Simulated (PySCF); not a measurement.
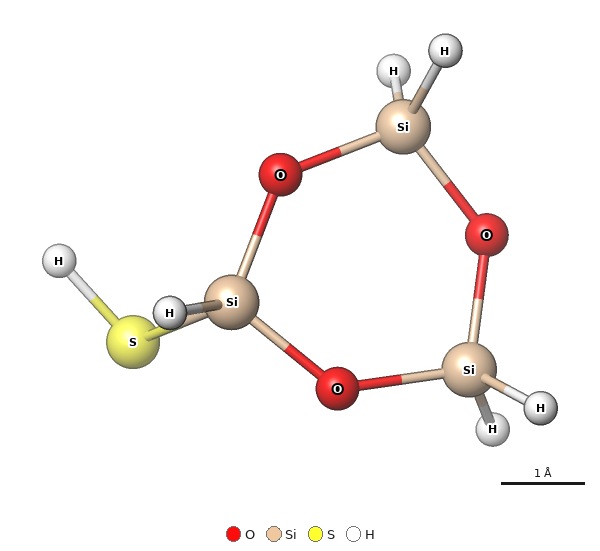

*The structure (ball-and-stick view, seen on its broad side).*

# NMR shielding calculation, with input and output: Si₃H₆SO₃

The run: NMR shielding calculation of Si₃H₆SO₃, SMILES S[SiH]1O[SiH2]O[SiH2]O1. Method and program: GIAO PBE0/pcSseg-1 NMR shielding, non-relativistic, gas phase (PySCF 2.14.0).

The geometry comes from this level: PBE0-D3(BJ)/def2-SVP. Figures and captions count atoms from 1; the log counts them from 0 in places.

What the program printed
```
coarse grid: 13480 points
cycle   1  E = -1495.1094234971  dE =  9.309e-01  |g| = 1.201e+00  |ddm| = 3.573e+00
cycle   2  E = -1494.7483573396  dE =  3.611e-01  |g| = 1.838e+00  |ddm| = 2.144e+00
cycle   3  E = -1495.3594076420  dE = -6.111e-01  |g| = 9.898e-02  |ddm| = 1.466e+00
cycle   4  E = -1495.3613522295  dE = -1.945e-03  |g| = 4.302e-02  |ddm| = 1.681e-01
cycle   5  E = -1495.3618131071  dE = -4.609e-04  |g| = 7.199e-03  |ddm| = 5.958e-02
cycle   6  E = -1495.3618232257  dE = -1.012e-05  |g| = 2.305e-03  |ddm| = 1.001e-02
cycle   7  E = -1495.3618241588  dE = -9.332e-07  |g| = 1.123e-03  |ddm| = 2.507e-03
final grid: 113384 points
cycle   8  E = -1495.4321794477  dE = -8.918e-06  |g| = 1.078e-02  |ddm| = 1.767e-02
cycle   9  E = -1495.4321568514  dE =  2.260e-05  |g| = 1.571e-02  |ddm| = 1.701e-02
cycle  10  E = -1495.4321982840  dE = -4.143e-05  |g| = 9.191e-04  |ddm| = 1.025e-02
cycle  11  E = -1495.4321984467  dE = -1.627e-07  |g| = 1.780e-04  |ddm| = 1.000e-03
cycle  12  E = -1495.4321984517  dE = -5.030e-09  |g| = 8.640e-05  |ddm| = 1.799e-04
cycle  13  E = -1495.4321984530  dE = -1.268e-09  |g| = 1.767e-05  |ddm| = 7.278e-05
cycle  14  E = -1495.4321984530  dE = -7.140e-11  |g| = 4.205e-06  |ddm| = 2.460e-05
```

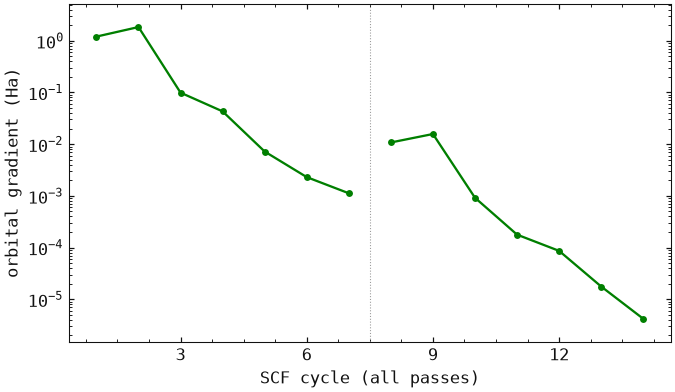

*Convergence of the self-consistent field: orbital gradient against the SCF cycle. The dotted line marks the change from a coarse to the final integration grid.*

The first 7 cycles use a coarse grid, the final grid takes over at cycle 8, and the field converges after 14 cycles in all.

```
converged SCF energy = -1495.4321984530

GIAO shielding tensors (ppm)
atom      isotropic    diamagn.    paramagn.     s11        s22        s33       span
  0 O      237.549     402.396    -164.846    185.604    224.970    302.075    116.471
  1 Si     383.211     879.636    -496.425    354.556    390.142    404.935     50.378
  2 O      251.156     402.281    -151.125    186.555    225.710    341.203    154.648
  3 Si     384.775     879.860    -495.085    355.737    393.024    405.564     49.827
  4 O      217.919     403.582    -185.664    171.723    216.603    265.429     93.705
  5 Si     374.067     880.289    -506.222    341.276    368.703    412.222     70.946
  6 S      662.965    1058.113    -395.148    577.308    626.303    785.283    207.975
  7 H       26.084      28.313      -2.229     22.901     23.406     31.944      9.043
  8 H       26.042      28.896      -2.854     22.900     23.728     31.497      8.597
  9 H       26.017      29.186      -3.170     22.952     23.719     31.379      8.427
 10 H       26.109      28.520      -2.410     22.923     23.450     31.956      9.033
 11 H       25.694      28.327      -2.633     21.485     23.603     31.994     10.509
 12 H       30.476      29.154       1.322     23.447     27.043     40.936     17.489
```

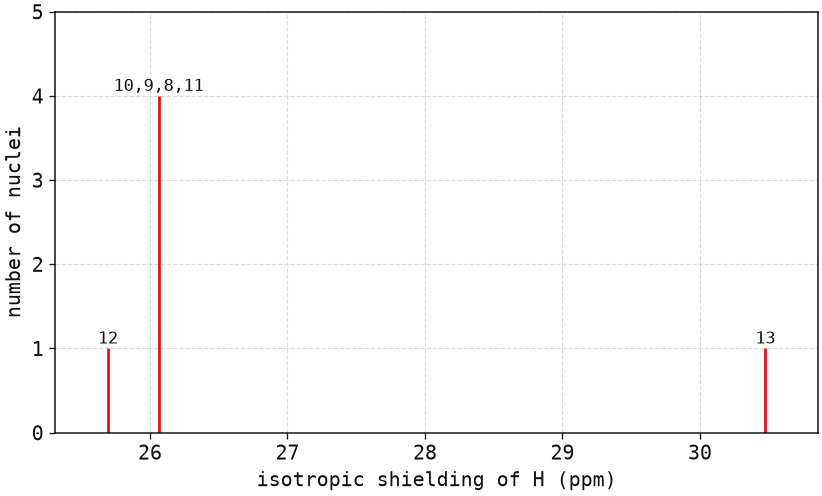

*Isotropic shieldings of the hydrogen nuclei in this fixed geometry, labelled by atom number; shielding grows to the right, so chemical shift grows to the left.*

The least shielded is H12 (25.7 ppm), the most shielded H13 (30.5 ppm).

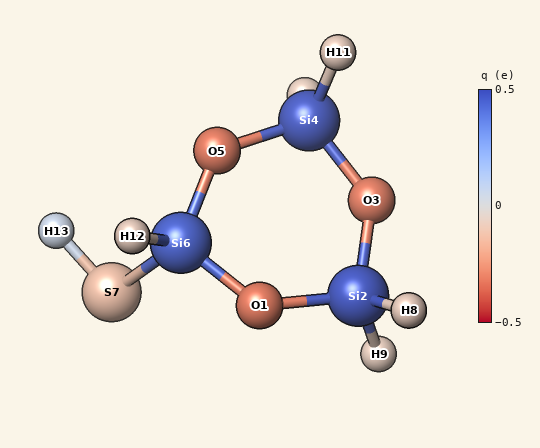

*Hirshfeld charges, as the colour of each atom (ball-and-stick view, seen at a tilt; atoms are numbered from 1 in the order of the input).*

By element: O −0.32, Si +0.44 to +0.47, S −0.13 and H −0.07 to +0.06 e.

The run was set up as follows.

Input file
```
{"job": {"kind": "nmr", "xc": "PBE0", "basis": "pcSseg-1"}, "charge": 0, "multiplicity": 1}
O      0.234767    -1.238697    -0.881112
Si    -1.249350    -1.527554    -0.177789
O     -1.711430    -0.125204     0.585354
Si    -1.013488     1.377262     0.723209
O      0.423064     1.326777    -0.119518
Si     1.261577     0.056019    -0.779082
S      2.852129    -0.570044     0.494286
H     -2.226155    -1.866224    -1.243191
H     -1.124164    -2.617583     0.822329
H     -0.752762     1.673771     2.154791
H     -1.895041     2.399250     0.104349
H      1.736712     0.465574    -2.118699
H      3.474345     0.629265     0.442457
```

The first line tells a small driver script what to run in PySCF; the rest is the geometry in Å.

Command:
```bash
OMP_NUM_THREADS=1 python <driver script> task.json out
```

Results in brief

```csv
quantity,value
outcome,converged
total energy,−1495.432198 hartree
HOMO,−7.77 eV
LUMO,0.28 eV
dipole moment,1.17 D
"isotropic shielding, O",217.9 to 251.2 ppm
"isotropic shielding, Si",374.1 to 384.8 ppm
"isotropic shielding, S",663.0 ppm
"isotropic shielding, H",25.7 to 30.5 ppm
hardware,"1 CPU thread, shared host"
wall time,20 s
peak memory,1.1 GiB
```
